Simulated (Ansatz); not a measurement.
# C2H8S2Si: geometry relaxation (part 2 of 2)

C2H8S2Si, SMILES C[SiH2]CSS; RKS r2SCANh-D4/6-31G (Ansatz 0.2.0). It belongs to a series of runs on one base structure; here: end point A relaxed.

Geometry of the input (Å):
```
C  -1.7279  -0.0244  0.8283
Si 0.0645  -0.1236  0.8940
C  0.7566  -0.9757  -0.5945
S  0.5669  -0.0004  -2.0998
S  2.0607  1.3159  -2.1316
H  -2.1720  0.4957  1.7263
H  -2.2156  -0.9616  0.7136
H  -2.0559  0.6530  -0.0371
H  0.4307  -0.8699  2.1592
H  0.6627  1.2359  1.0832
H  1.8498  -1.1733  -0.4444
H  0.3210  -1.9405  -0.6950
H  1.4790  2.3341  -1.3872
```

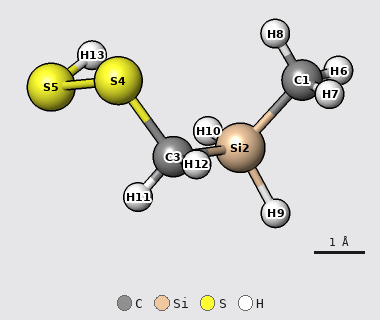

**Figure 1.** The geometry at step 5 of the log (ball-and-stick view, seen at a tilt; atoms are numbered from 1 in the order of the input).

Output, continued:
```
Atom 10 at     1.863280    -1.273229    -0.489429 Å, force    -0.002574     0.000426    -0.000377 eV/Å
Atom 11 at     0.259906    -1.982499    -0.732723 Å, force     0.000125    -0.001506    -0.001761 eV/Å
Atom 12 at     1.381512     2.439417    -1.371594 Å, force    -0.000177     0.003178     0.001787 eV/Å
Dipole moment:    -0.272341    -0.085541     0.422827 e Å
```

Trajectory as extended XYZ (Å, eV, eV/Å), 9 frames, from step=1 to step=9:
```
13
Properties=species:S:1:pos:R:3:forces:R:3 step=1 energy=-31744.00603
C    -1.7279   -0.0244    0.8283   -2.7211   2.9356  -0.4597
Si    0.0645   -0.1236    0.8940    1.4455   0.1580   1.8491
C     0.7566   -0.9757   -0.5945    2.5349  -0.2668   1.2834
S     0.5669   -0.0004   -2.0998   -4.0823  -2.5958  -1.9816
S     2.0607    1.3159   -2.1316    3.2700   3.0953   0.2926
H    -2.1720    0.4957    1.7263    0.5279  -0.6475  -0.6581
H    -2.2156   -0.9616    0.7136   -0.4994  -0.9928  -0.1147
H    -2.0559    0.6530   -0.0371    0.3847  -1.0244   0.9050
H     0.4307   -0.8699    2.1592    0.1427  -0.0992  -0.1534
H     0.6627    1.2359    1.0832    0.0981   0.1579  -0.2192
H     1.8498   -1.1733   -0.4444   -0.7125   0.0933  -0.1077
H     0.3210   -1.9405   -0.6950   -0.6535  -0.9034  -0.5657
H     1.4790    2.3341   -1.3872    0.2650   0.0898  -0.0700
13
Properties=species:S:1:pos:R:3:forces:R:3 step=2 energy=-31744.81602
C    -1.7711    0.0088    0.8201   -1.3035   0.8939  -0.1629
Si    0.0673   -0.1371    0.9604    0.7955   0.3065   0.4517
C     0.7867   -0.9810   -0.5657    0.7228  -0.6242   0.3312
S     0.4270   -0.1151   -2.1703   -0.1162   0.3972  -0.1997
S     2.0713    1.3670   -2.1146    0.4946   0.3590  -0.1715
H    -2.2004    0.5025    1.7095    0.1401  -0.1635  -0.2092
H    -2.2666   -0.9498    0.7115   -0.0842  -0.3428  -0.0120
H    -2.0665    0.6305   -0.0535    0.2681  -0.3337   0.3907
H     0.4775   -0.9233    2.1856   -0.0339   0.0399  -0.1047
H     0.6815    1.2358    1.0557    0.0001  -0.0272   0.0431
H     1.8745   -1.1492   -0.4681   -0.3442   0.1904  -0.1746
H     0.3516   -1.9700   -0.6736   -0.2487  -0.3609  -0.1066
H     1.5877    2.4460   -1.3820   -0.2906  -0.3347  -0.0756
13
Properties=species:S:1:pos:R:3:forces:R:3 step=3 energy=-31744.90067
C    -1.8038    0.0171    0.8394   -0.4029  -0.0244  -0.0348
Si    0.0729   -0.1273    0.9844    0.2817   0.0403   0.0606
C     0.7969   -1.0021   -0.5532    0.1175  -0.2268   0.0686
S     0.5006   -0.0490   -2.1574    0.0575   0.0078  -0.2777
S     2.1990    1.4330   -2.1809   -0.6846   0.2546   0.5444
H    -2.2306    0.5131    1.7151    0.0209   0.0218   0.0324
H    -2.2874   -0.9618    0.7460    0.1061  -0.0008   0.0305
H    -2.0785    0.6024   -0.0429    0.0648   0.0262  -0.0225
H     0.4828   -0.9264    2.1957   -0.0427   0.0376   0.0022
H     0.6955    1.2425    1.0828   -0.0135  -0.0523   0.0059
H     1.8697   -1.1984   -0.4679   -0.0193   0.0430  -0.0005
H     0.3082   -1.9762   -0.7136    0.0222   0.1813  -0.0481
H     1.4953    2.3983   -1.4326    0.4924  -0.3082  -0.3609
13
Properties=species:S:1:pos:R:3:forces:R:3 step=4 energy=-31744.92787
C    -1.7870    0.0323    0.8103    0.1589   0.0072   0.0322
Si    0.1093   -0.1224    0.9670   -0.0533   0.0114  -0.0894
C     0.7981   -1.0550   -0.5612   -0.0856   0.0640  -0.0622
S     0.4557   -0.0556   -2.1516    0.0343  -0.1546   0.0552
S     2.0915    1.4427   -2.0126    0.2319  -0.0536  -0.1857
H    -2.2050    0.5975    1.6473   -0.0116  -0.0172   0.0150
H    -2.2495   -0.9590    0.7923   -0.0367   0.0298  -0.0106
H    -2.0336    0.5574   -0.1171   -0.0216  -0.0467  -0.0029
H     0.5017   -0.8613    2.2175    0.0116   0.0241   0.0259
H     0.7489    1.2436    0.9667   -0.0324  -0.0763   0.0871
H     1.8718   -1.2524   -0.5140   -0.0202   0.0373  -0.0154
H     0.2870   -2.0096   -0.7301   -0.0380   0.0222   0.0280
H     1.4315    2.4071   -1.2996   -0.1372   0.1524   0.1228
13
Properties=species:S:1:pos:R:3:forces:R:3 step=5 energy=-31744.91843 accepted=F
C    -1.7866    0.0319    0.8268   -0.0480  -0.0157  -0.0749
Si    0.1030   -0.1334    0.9650   -0.1366   0.0758   0.1442
C     0.7867   -1.0330   -0.5740    0.3151   0.0390  -0.0792
S     0.5564   -0.1041   -2.2057   -0.3025   0.1398  -0.1655
S     2.1268    1.4783   -2.0598    0.0056  -0.0684   0.0679
H    -2.1973    0.6248    1.6481    0.0253   0.0066   0.0063
H    -2.2704   -0.9498    0.8404    0.0297   0.0009   0.0122
H    -2.0442    0.5225   -0.1165   -0.0193   0.0200  -0.0001
H     0.4785   -0.8865    2.2100    0.0358  -0.1184  -0.0205
H     0.7419    1.2148    1.0774    0.0564   0.1393  -0.0738
H     1.8591   -1.2254   -0.5311    0.0269  -0.2056   0.2726
H     0.2631   -1.9833   -0.7223    0.0267  -0.0318  -0.0743
H     1.4035    2.4084   -1.3434   -0.0151   0.0184  -0.0150
13
Properties=species:S:1:pos:R:3:forces:R:3 step=6 energy=-31744.93951
C    -1.7867    0.0314    0.8176    0.0158  -0.0111   0.0005
Si    0.1043   -0.1233    0.9670   -0.0175   0.0181   0.0048
C     0.7962   -1.0396   -0.5658    0.0053   0.0127  -0.0499
S     0.4966   -0.0751   -2.1777    0.0133  -0.0310   0.0176
S     2.1158    1.4562   -2.0466   -0.0137   0.0109   0.0073
H    -2.2028    0.5988    1.6538   -0.0036   0.0067   0.0120
H    -2.2578   -0.9560    0.8049    0.0031   0.0027   0.0043
H    -2.0433    0.5474   -0.1118   -0.0065   0.0010  -0.0096
H     0.4954   -0.8814    2.2069    0.0029  -0.0124   0.0036
H     0.7425    1.2377    1.0263   -0.0043  -0.0064   0.0076
H     1.8663   -1.2486   -0.5030   -0.0028  -0.0093   0.0119
H     0.2739   -1.9900   -0.7270   -0.0048   0.0098   0.0030
H     1.4202    2.4077   -1.3298    0.0126   0.0083  -0.0131
13
Properties=species:S:1:pos:R:3:forces:R:3 step=7 energy=-31744.94039
C    -1.7861    0.0310    0.8215   -0.0044  -0.0094   0.0040
Si    0.1046   -0.1252    0.9701    0.0246  -0.0104  -0.0009
C     0.7972   -1.0356   -0.5701   -0.0323  -0.0077   0.0549
S     0.5282   -0.0786   -2.1855    0.0015  -0.0026  -0.0059
S     2.1298    1.4683   -2.0302    0.0111   0.0089  -0.0067
H    -2.2000    0.6192    1.6452    0.0078  -0.0046  -0.0075
H    -2.2573   -0.9567    0.8357    0.0025   0.0128  -0.0004
H    -2.0465    0.5232   -0.1201   -0.0022   0.0027   0.0002
H     0.4905   -0.9089    2.1976   -0.0058   0.0033  -0.0117
H     0.7471    1.2314    1.0604   -0.0045  -0.0058  -0.0140
H     1.8601   -1.2737   -0.4917    0.0039   0.0117  -0.0064
H     0.2532   -1.9742   -0.7317    0.0030   0.0001  -0.0121
H     1.3996    2.4449   -1.3863   -0.0054   0.0008   0.0064
13
Properties=species:S:1:pos:R:3:forces:R:3 step=8 energy=-31744.94059
C    -1.7841    0.0349    0.8191    0.0059   0.0043   0.0067
Si    0.1059   -0.1284    0.9696   -0.0145   0.0039  -0.0158
C     0.7965   -1.0416   -0.5665    0.0315   0.0212  -0.0111
S     0.5321   -0.0853   -2.1851   -0.0185   0.0039  -0.0056
S     2.1212    1.4761   -2.0290   -0.0013  -0.0094   0.0075
H    -2.1943    0.6222    1.6449   -0.0051   0.0011   0.0003
H    -2.2598   -0.9501    0.8299   -0.0031  -0.0026   0.0007
H    -2.0426    0.5319   -0.1206    0.0046  -0.0009   0.0030
H     0.4900   -0.9091    2.1981   -0.0013  -0.0001   0.0062
H     0.7513    1.2270    1.0496    0.0010  -0.0004   0.0015
H     1.8612   -1.2714   -0.4893    0.0046  -0.0157   0.0103
H     0.2579   -1.9822   -0.7319   -0.0015  -0.0043  -0.0036
H     1.3852    2.4412   -1.3739   -0.0022  -0.0008   0.0000
13
Properties=species:S:1:pos:R:3:forces:R:3 step=9 energy=-31744.94071
C    -1.7836    0.0357    0.8191   -0.0036  -0.0004  -0.0008
Si    0.1059   -0.1286    0.9677    0.0038   0.0023   0.0052
C     0.7988   -1.0418   -0.5678    0.0027  -0.0020  -0.0027
S     0.5302   -0.0852   -2.1854    0.0022  -0.0009   0.0017
S     2.1198    1.4751   -2.0250   -0.0016  -0.0027  -0.0021
H    -2.1934    0.6241    1.6446    0.0014  -0.0003  -0.0013
H    -2.2606   -0.9487    0.8308   -0.0009  -0.0007   0.0005
H    -2.0418    0.5322   -0.1208   -0.0015   0.0016  -0.0007
H     0.4891   -0.9080    2.1978    0.0001   0.0005  -0.0006
H     0.7515    1.2267    1.0478    0.0001   0.0004   0.0009
H     1.8633   -1.2732   -0.4894   -0.0026   0.0004  -0.0004
H     0.2599   -1.9825   -0.7327    0.0001  -0.0015  -0.0018
H     1.3815    2.4394   -1.3716   -0.0002   0.0032   0.0018
```

Summary:

```json
{"quantity": "outcome", "value": "converged"}
{"quantity": "total energy", "value": "−31744.9407 eV"}
{"quantity": "mean-field energy", "value": "−31744.8460 eV"}
{"quantity": "largest force (length of the vector) at the end", "value": "0.007 eV/Å"}
{"quantity": "hardware", "value": "1 thread of Intel Xeon @ 2.50GHz (Skylake/Cascade Lake), 189 GiB of memory available, shared host"}
{"quantity": "wall time", "value": "2.9 min"}
{"quantity": "peak memory", "value": "0.22 GiB"}
```
